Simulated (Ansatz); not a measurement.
Geometry relaxation, with input and output: AlHCl₂O

System: AlHCl₂O.
Method: RKS B3LYP-D4/6-31G (Ansatz 0.2.0).

It belongs to a series of runs on one base structure; here: start relaxed. Figures and captions count atoms from 1; the log counts them from 0 in places.

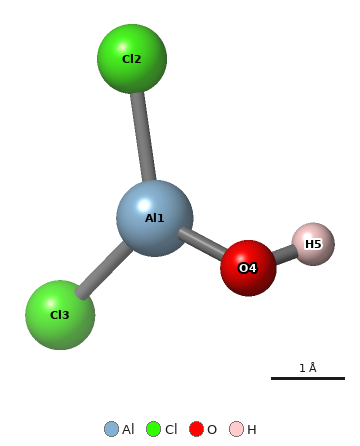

Figure 1. The structure as given in the input (ball-and-stick view, seen at a tilt; atoms are numbered from 1 in the order of the input). Sticks mark near contacts.

## The input
```yaml
crystal:
  periodic: [false, false, false]
  atoms:
    - { symbol: Al, position_ang: [0.0, 0.0, 0.0] }
    - { symbol: Cl, position_ang: [0.0, 0.0, 2.23] }
    - { symbol: Cl, position_ang: [1.9312, 0.0, -1.115] }
    - { symbol: O, position_ang: [-1.5415, 0.0, -0.89] }
    - { symbol: H, position_ang: [-2.0512, -0.8467, -0.6815] }
basis:
  gaussian: { orbitals: "6-31G" }
hamiltonian:
  xc: b3lyp
  dispersion: d4
relax:
  f_tol: 0.02
  max_steps: 40
output:
  orbitals: {}
```

Run on 1 thread of Arm Neoverse N1, 24 GiB of memory available, shared host.

Launch command:
```bash
ansatz run input.yaml --threads 1 --pin off --max-ram 2048MiB --backend cpu --events-out ev --progress --plain --runs-dir out
```

## What the program printed
```
The last accepted step is kept in [file] (removed where the run ends without a failure and the disk answers)
Engine: ansatz 0.2.0, aarch64-unknown-linux-gnu
Functional definition: B3LYP
  parameter a0 = 0.2
  parameter ax = 0.72
  parameter ac = 0.81
  exchange = (1 - a0 - ax)*slater_x + ax*b88_x + a0*exact_x
  correlation = (1 - ac)*vwn_rpa_c + ac*lyp_c
570 factors; integrals over basis functions are off by at most 1.3e-4 eV
mean field evaluation 1: about -33701.4271 eV, gradient 5.5e1 eV
mean field evaluation 2: about -33663.8322 eV, gradient 1.4e2 eV
mean field evaluation 4: about -33707.6308 eV, gradient 8.9e0 eV
mean field evaluation 8: about -33707.8952 eV, gradient 3.3e-2 eV
mean field -33707.89521859 eV, -1238.7423012513 hartree, gradient 3.3e-5 eV, S^2 0.000000; 0 other end points of the search recorded, 0 dependent functions left out
the calculation of the forces begins
reference -33707.89546895 eV, -1238.7423104519 hartree; 28, 28 occupied and 22, 22 virtual orbitals, 570 factors
relax step   1: F+E_penalty+E_count = -33708.08674504 eV  Δ(F+E_penalty+E_count) = +0.000e0 eV  max|allowed force component| = 1.608e0 eV/Å  Δτ_max = 0.0000 Å  (24 SCF iters, accepted)
these checks for a lower state are left out or cut short: starts, cluster_reference, orbital_swaps, neighbouring_geometries, increment
570 factors; integrals over basis functions are off by at most 1.2e-4 eV
mean field evaluation 16: about -33707.8807 eV, gradient 8.3e-1 eV
mean field -33707.90665473 eV, -1238.7427215216 hartree, gradient 2.3e-5 eV, S^2 0.000000; 0 other end points of the search recorded, 0 dependent functions left out
[... from here on the field's lines of each further geometry are left out, up to the last ...]
relax step   2: F+E_penalty+E_count = -33708.10199251 eV  Δ(F+E_penalty+E_count) = -1.525e-2 eV  max|allowed force component| = 2.105e0 eV/Å  Δτ_max = 0.1925 Å  (33 SCF iters, accepted)
relax step   3: F+E_penalty+E_count = -33708.37987334 eV  Δ(F+E_penalty+E_count) = -2.779e-1 eV  max|allowed force component| = 1.261e0 eV/Å  Δτ_max = 0.2000 Å  (33 SCF iters, accepted)
relax step   4: F+E_penalty+E_count = -33708.41503532 eV  Δ(F+E_penalty+E_count) = -3.516e-2 eV  max|allowed force component| = 6.272e-1 eV/Å  Δτ_max = 0.1789 Å  (28 SCF iters, accepted)
relax step   5: F+E_penalty+E_count = -33708.47850290 eV  Δ(F+E_penalty+E_count) = -6.347e-2 eV  max|allowed force component| = 1.538e-1 eV/Å  Δτ_max = 0.2000 Å  (27 SCF iters, accepted)
relax step   6: F+E_penalty+E_count = -33708.48194087 eV  Δ(F+E_penalty+E_count) = -3.438e-3 eV  max|allowed force component| = 2.885e-1 eV/Å  Δτ_max = 0.0369 Å  (27 SCF iters, accepted)
relax step   7: F+E_penalty+E_count = -33708.48582927 eV  Δ(F+E_penalty+E_count) = -3.888e-3 eV  max|allowed force component| = 9.041e-2 eV/Å  Δτ_max = 0.0667 Å  (27 SCF iters, accepted)
relax step   8: F+E_penalty+E_count = -33708.48710910 eV  Δ(F+E_penalty+E_count) = -1.280e-3 eV  max|allowed force component| = 3.766e-2 eV/Å  Δτ_max = 0.0686 Å  (27 SCF iters, accepted)
relax step   9: F+E_penalty+E_count = -33708.48740782 eV  Δ(F+E_penalty+E_count) = -2.987e-4 eV  max|allowed force component| = 4.923e-3 eV/Å  Δτ_max = 0.0307 Å  (27 SCF iters, accepted)
relax step  10: F+E_penalty+E_count = -33708.48723261 eV  Δ(F+E_penalty+E_count) = +1.752e-4 eV  max|allowed force component| = 1.922e-1 eV/Å  Δτ_max = 0.0326 Å  (27 SCF iters, rejected (line search))
relax step  11: F+E_penalty+E_count = -33708.48748316 eV  Δ(F+E_penalty+E_count) = -7.534e-5 eV  max|allowed force component| = 1.036e-2 eV/Å  Δτ_max = 0.0159 Å  (28 SCF iters, accepted)
relax step  12: F+E_penalty+E_count = -33708.48743332 eV  Δ(F+E_penalty+E_count) = +4.984e-5 eV  max|allowed force component| = 1.115e-1 eV/Å  Δτ_max = 0.0282 Å  (26 SCF iters, rejected (line search))
relax step  13: F+E_penalty+E_count = -33708.48752133 eV  Δ(F+E_penalty+E_count) = -3.816e-5 eV  max|allowed force component| = 3.250e-2 eV/Å  Δτ_max = 0.0137 Å  (28 SCF iters, accepted)
relax step  14: F+E_penalty+E_count = -33708.48753500 eV  Δ(F+E_penalty+E_count) = -1.367e-5 eV  max|allowed force component| = 3.859e-2 eV/Å  Δτ_max = 0.0080 Å  (22 SCF iters, accepted)
relax step  15: F+E_penalty+E_count = -33708.48754899 eV  Δ(F+E_penalty+E_count) = -1.399e-5 eV  max|allowed force component| = 3.738e-2 eV/Å  Δτ_max = 0.0058 Å  (22 SCF iters, accepted)
relax step  16: F+E_penalty+E_count = -33708.48756540 eV  Δ(F+E_penalty+E_count) = -1.641e-5 eV  max|allowed force component| = 2.607e-2 eV/Å  Δτ_max = 0.0074 Å  (22 SCF iters, accepted)
the calculation of the forces begins
reference -33708.28882070 eV, -1238.7567658618 hartree; 28, 28 occupied and 22, 22 virtual orbitals, 570 factors
relax step  17: F+E_penalty+E_count = -33708.48757215 eV  Δ(F+E_penalty+E_count) = -6.750e-6 eV  max|allowed force component| = 7.963e-3 eV/Å  Δτ_max = 0.0053 Å  (22 SCF iters, accepted)
570 factors; integrals over basis functions are off by at most 1.4e-4 eV
mean field evaluation 128: about -33678.8205 eV, gradient 1.2e2 eV
```

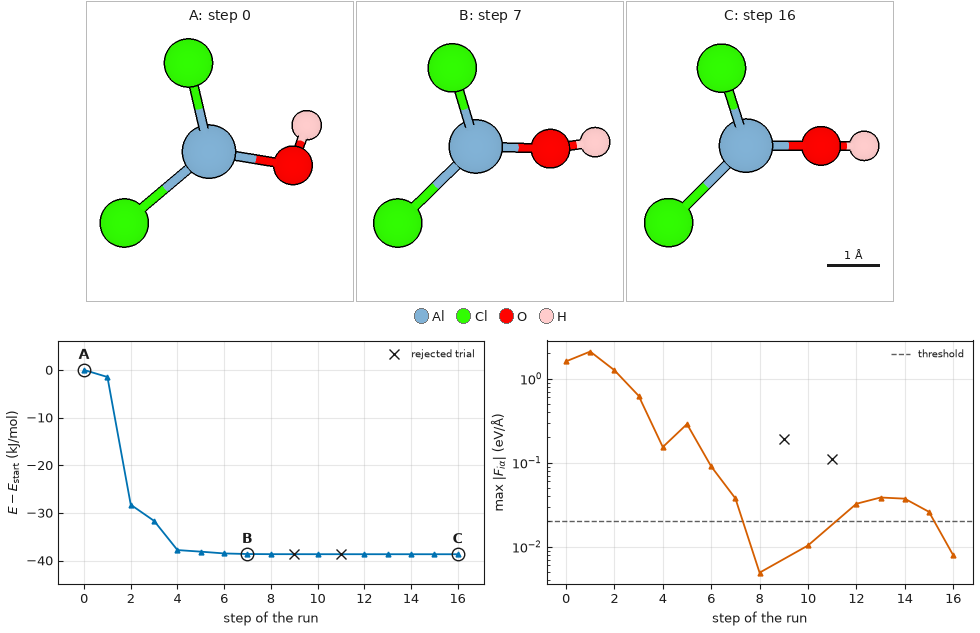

Figure 2. Frames of the relaxation (ball-and-stick view, seen at a tilt) above the curves, on which the letters mark them (the first geometry is step 0 here and step 1 in the log).

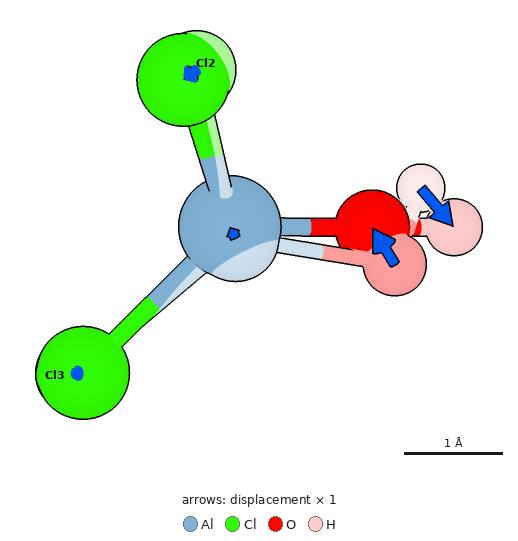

Figure 3. Start (faint) and end (solid) with the displacements as blue arrows, at true length (ball-and-stick view, seen at a tilt). The two geometries are laid on each other by the best rigid fit. The atom that moves furthest after the best rigid fit is H5 (0.53 Å). By element the largest moves are H 0.53 Å, O 0.47 Å, Cl 0.21 Å, Al 0.13 Å. Among the contacts that change: Al1–O4 1.780 → 1.659 Å, O4–H5 1.010 → 0.951 Å, Al1–Cl2 2.230 → 2.175 Å. Among the angles that change: Al1–O4–H5 109.5° → 179.7°, Cl2–Al1–Cl3 120.0° → 117.7°. Over 16 geometry steps the energy falls by 38.7 kJ/mol. The largest force component goes from 1.6 to 0.008 eV/Å. The line search rejected the trial steps at points 9, 11 (counted from 0) and went back. (Atoms are counted from 1 in the order of the input.)

```
mean field -33708.28857569 eV, -1238.7567568581 hartree, gradient 1.1e-5 eV, S^2 0.000000; 1 other end points of the search recorded, 0 dependent functions left out
the calculation of the forces begins
reference -33708.28882070 eV, -1238.7567658618 hartree; 28, 28 occupied and 22, 22 virtual orbitals, 570 factors
Total energy: -33708.48781715 eV, -1238.7640788466 hartree
Atom 0 at     0.024874    -0.101924     0.083945 Å, force     0.002131     0.000174     0.003013 eV/Å
Atom 1 at     0.203701     0.026438     2.247285 Å, force     0.001478     0.000391     0.001104 eV/Å
Atom 2 at     1.834739     0.144834    -1.095657 Å, force     0.000171     0.000112    -0.000255 eV/Å
Atom 3 at    -1.441184    -0.378664    -0.640606 Å, force    -0.007963    -0.001493    -0.005478 eV/Å
Atom 4 at    -2.283630    -0.537384    -1.051467 Å, force     0.004183     0.000816     0.001616 eV/Å
Dipole moment:    -0.605325    -0.114023    -0.297196 e Å
```

## Trajectory as extended XYZ (Å, eV, eV/Å), 17 frames, from step=1 to step=17
```
5
Properties=species:S:1:pos:R:3:forces:R:3 step=1 energy=-33708.08675
Al    0.0000    0.0000    0.0000    0.2094   0.3385  -0.1625
Cl    0.0000    0.0000    2.2300    0.0564  -0.0208  -0.6471
Cl    1.9312    0.0000   -1.1150   -0.6295   0.0375   0.4211
O    -1.5415    0.0000   -0.8900    0.3413  -1.6083   0.9661
H    -2.0512   -0.8467   -0.6815    0.0224   1.2531  -0.5777
5
Properties=species:S:1:pos:R:3:forces:R:3 step=2 energy=-33708.10199
Al    0.0152    0.0066   -0.0077   -0.1417  -0.0065  -0.5858
Cl    0.0229   -0.0334    2.1839   -0.0661   0.0159  -0.1804
Cl    1.9304    0.0559   -1.0583   -0.1716   0.0820   0.1250
O    -1.4513   -0.1200   -1.0048   -1.2401  -1.9813   2.1045
H    -2.1787   -0.7557   -0.5696    1.6196   1.8899  -1.4633
5
Properties=species:S:1:pos:R:3:forces:R:3 step=3 energy=-33708.37987
Al    0.0680   -0.0990   -0.0871    0.3720   0.2309   1.0094
Cl   -0.0142   -0.0143    2.1216    0.1213  -0.0449  -0.2769
Cl    1.9808    0.1436   -1.0366    0.1102   0.0044  -0.1984
O    -1.4138   -0.2524   -0.8597   -1.2614  -0.6617  -0.1085
H    -2.2823   -0.6246   -0.5946    0.6578   0.4713  -0.4255
5
Properties=species:S:1:pos:R:3:forces:R:3 step=4 energy=-33708.41503
Al    0.0399   -0.0521   -0.0223   -0.0769  -0.2625  -0.2478
Cl    0.0294   -0.0255    2.1624   -0.0352   0.0596  -0.0473
Cl    1.9425    0.1535   -1.0485   -0.1079   0.0436   0.0053
O    -1.3814   -0.4086   -0.9408   -0.0019   0.1803   0.6272
H    -2.2918   -0.5140   -0.6073    0.2218  -0.0210  -0.3374
5
Properties=species:S:1:pos:R:3:forces:R:3 step=5 energy=-33708.47850
Al    0.0403   -0.1115    0.0155    0.1538   0.0567   0.1341
Cl    0.1175    0.0095    2.1956   -0.0190  -0.0138  -0.0517
Cl    1.9103    0.1667   -1.0527   -0.0731  -0.0234  -0.0246
O    -1.3911   -0.3851   -0.8135   -0.1309  -0.0181   0.0009
H    -2.3385   -0.5263   -0.8014    0.0692  -0.0014  -0.0588
5
Properties=species:S:1:pos:R:3:forces:R:3 step=6 energy=-33708.48194
Al    0.0417   -0.1106    0.0366    0.0364   0.0447   0.0298
Cl    0.1272    0.0123    2.2104   -0.0104  -0.0129   0.0056
Cl    1.8866    0.1595   -1.0665    0.0212  -0.0084  -0.0273
O    -1.3856   -0.3731   -0.8003   -0.2885  -0.0649   0.0165
H    -2.3315   -0.5347   -0.8366    0.2413   0.0415  -0.0245
5
Properties=species:S:1:pos:R:3:forces:R:3 step=7 energy=-33708.48583
Al    0.0386   -0.0983    0.0521   -0.0663  -0.0264  -0.0355
Cl    0.1492    0.0143    2.2243    0.0012   0.0042   0.0011
Cl    1.8741    0.1525   -1.0776   -0.0001   0.0034  -0.0032
O    -1.3980   -0.3788   -0.7524    0.0904   0.0253   0.0522
H    -2.3255   -0.5365   -0.9030   -0.0252  -0.0065  -0.0146
5
Properties=species:S:1:pos:R:3:forces:R:3 step=8 energy=-33708.48711
Al    0.0315   -0.1018    0.0652    0.0050   0.0010   0.0053
Cl    0.1785    0.0211    2.2328   -0.0050  -0.0003   0.0118
Cl    1.8589    0.1500   -1.0801    0.0042   0.0001  -0.0135
O    -1.4155   -0.3773   -0.7037   -0.0377  -0.0064  -0.0078
H    -2.3149   -0.5387   -0.9707    0.0334   0.0056   0.0041
5
Properties=species:S:1:pos:R:3:forces:R:3 step=9 energy=-33708.48741
Al    0.0298   -0.1017    0.0725    0.0000   0.0000   0.0007
Cl    0.1864    0.0229    2.2393    0.0001   0.0000  -0.0006
Cl    1.8503    0.1481   -1.0874   -0.0021  -0.0004  -0.0005
O    -1.4233   -0.3776   -0.6813    0.0049   0.0011   0.0048
H    -2.3047   -0.5384   -0.9997   -0.0030  -0.0007  -0.0043
5
Properties=species:S:1:pos:R:3:forces:R:3 step=10 energy=-33708.48723 accepted=F
Al    0.0266   -0.1018    0.0798    0.0296   0.0052   0.0127
Cl    0.1984    0.0253    2.2447   -0.0023  -0.0003  -0.0017
Cl    1.8412    0.1462   -1.0912    0.0004   0.0002  -0.0004
O    -1.4322   -0.3779   -0.6588   -0.1922  -0.0357  -0.0808
H    -2.2955   -0.5385   -1.0310    0.1644   0.0307   0.0702
5
Properties=species:S:1:pos:R:3:forces:R:3 step=11 energy=-33708.48748
Al    0.0289   -0.1018    0.0761   -0.0056  -0.0008  -0.0028
Cl    0.1909    0.0239    2.2423    0.0017   0.0000  -0.0030
Cl    1.8459    0.1472   -1.0905   -0.0026  -0.0004   0.0028
O    -1.4278   -0.3778   -0.6698   -0.0039  -0.0007   0.0010
H    -2.2994   -0.5382   -1.0147    0.0104   0.0018   0.0020
5
Properties=species:S:1:pos:R:3:forces:R:3 step=12 energy=-33708.48743 accepted=F
Al    0.0260   -0.1017    0.0823    0.0081   0.0006   0.0016
Cl    0.2009    0.0259    2.2467   -0.0004  -0.0001  -0.0054
Cl    1.8382    0.1455   -1.0940   -0.0035  -0.0002   0.0038
O    -1.4363   -0.3783   -0.6502   -0.1115  -0.0205  -0.0489
H    -2.2903   -0.5380   -1.0413    0.1074   0.0201   0.0489
5
Properties=species:S:1:pos:R:3:forces:R:3 step=13 energy=-33708.48752
Al    0.0274   -0.1019    0.0790   -0.0036  -0.0002  -0.0023
Cl    0.1961    0.0249    2.2441    0.0003  -0.0002  -0.0019
Cl    1.8421    0.1464   -1.0918   -0.0015  -0.0003   0.0013
O    -1.4322   -0.3781   -0.6602   -0.0278  -0.0052  -0.0097
H    -2.2949   -0.5381   -1.0277    0.0325   0.0060   0.0126
5
Properties=species:S:1:pos:R:3:forces:R:3 step=14 energy=-33708.48754
Al    0.0266   -0.1018    0.0808    0.0014  -0.0001  -0.0007
Cl    0.1984    0.0254    2.2455    0.0004   0.0000  -0.0026
Cl    1.8396    0.1458   -1.0932   -0.0011   0.0000   0.0022
O    -1.4345   -0.3782   -0.6547   -0.0386  -0.0070  -0.0149
H    -2.2917   -0.5380   -1.0350    0.0378   0.0071   0.0160
5
Properties=species:S:1:pos:R:3:forces:R:3 step=15 energy=-33708.48755
Al    0.0257   -0.1020    0.0815    0.0050   0.0010   0.0028
Cl    0.2009    0.0259    2.2456   -0.0007  -0.0001   0.0002
Cl    1.8385    0.1457   -1.0930   -0.0007  -0.0002  -0.0009
O    -1.4369   -0.3784   -0.6503   -0.0374  -0.0070  -0.0166
H    -2.2897   -0.5378   -1.0404    0.0338   0.0063   0.0147
5
Properties=species:S:1:pos:R:3:forces:R:3 step=16 energy=-33708.48757
Al    0.0250   -0.1020    0.0834    0.0060   0.0011   0.0018
Cl    0.2031    0.0263    2.2469   -0.0008  -0.0001   0.0008
Cl    1.8357    0.1451   -1.0944    0.0019   0.0003  -0.0009
O    -1.4390   -0.3785   -0.6454   -0.0261  -0.0049  -0.0105
H    -2.2862   -0.5376   -1.0469    0.0190   0.0036   0.0088
5
Properties=species:S:1:pos:R:3:forces:R:3 step=17 energy=-33708.48757
Al    0.0249   -0.1019    0.0839    0.0021   0.0002   0.0030
Cl    0.2037    0.0264    2.2473    0.0015   0.0004   0.0011
Cl    1.8347    0.1448   -1.0957    0.0002   0.0001  -0.0003
O    -1.4412   -0.3787   -0.6406   -0.0080  -0.0015  -0.0055
H    -2.2836   -0.5374   -1.0515    0.0042   0.0008   0.0016
```

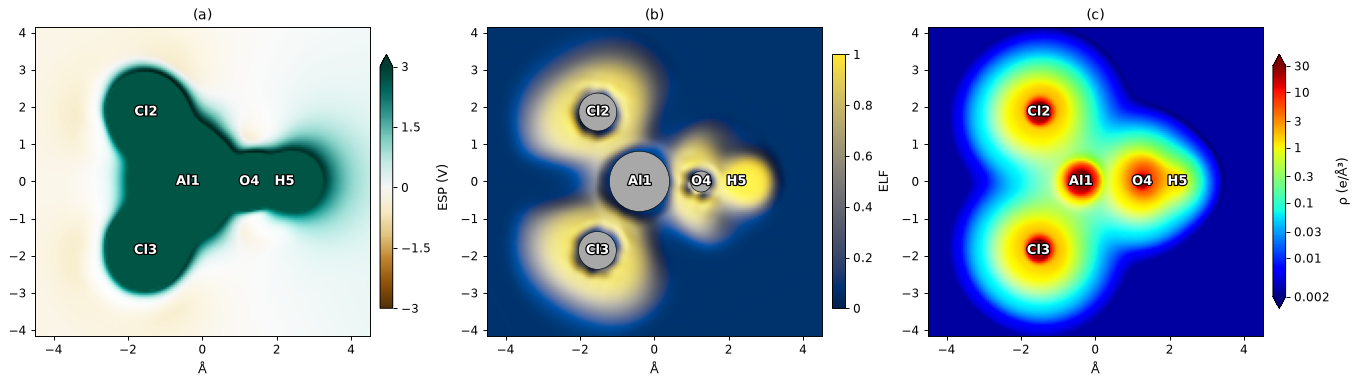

Figure 4. (a) molecular electrostatic potential; (b) ELF; (c) electron density on the molecular plane. Grey discs, where drawn, cover atomic cores. The section cuts through Al, Cl, O and H sites. Al–O (1.66 Å): ρ at the midpoint is about 0.73 e/Å³; the ELF peaks at about 0.80 in the valence shell of O, 0.6 Å from its nucleus, and is about 0.20 at the midpoint. Al–Cl (2.17 Å): ρ is about 0.55 e/Å³ halfway; the ELF peaks at about 0.85 in the valence shell of Cl, 0.9 Å from its nucleus, and is about 0.75 at the midpoint. O–H (0.95 Å): ρ at the midpoint is about 3.6 e/Å³, with its minimum of 2.3 e/Å³ about 0.7 Å from O; the ELF climbs to about 1 towards the hydrogen, as it does in any bond to H; a covalent bond by its length.

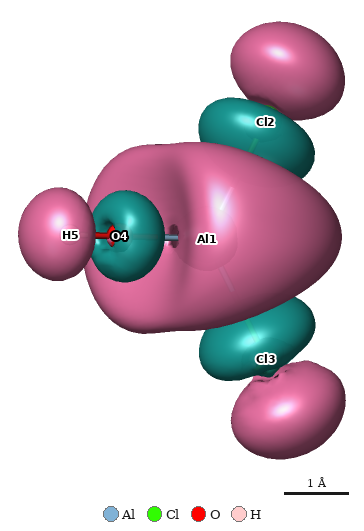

Figure 5. One frontier orbital at ±0.08 Å⁻³ᐟ² (teal and pink are the two phases), seen at a tilt. The LUMO, at −2.16 eV. It lies mainly on Al1 (50 %), Cl2 (20 %), Cl3 (20 %) and O4 (10 %); it is symmetric in the molecular plane (σ or in-plane lone-pair type).

## Summary

| quantity | value |
| --- | --- |
| outcome | converged |
| total energy | −33708.4878 eV |
| mean-field energy | −33708.2888 eV |
| largest force (length of the vector) at the end | 0.010 eV/Å |
| wall time | 67 s |
| peak memory | 0.12 GiB |
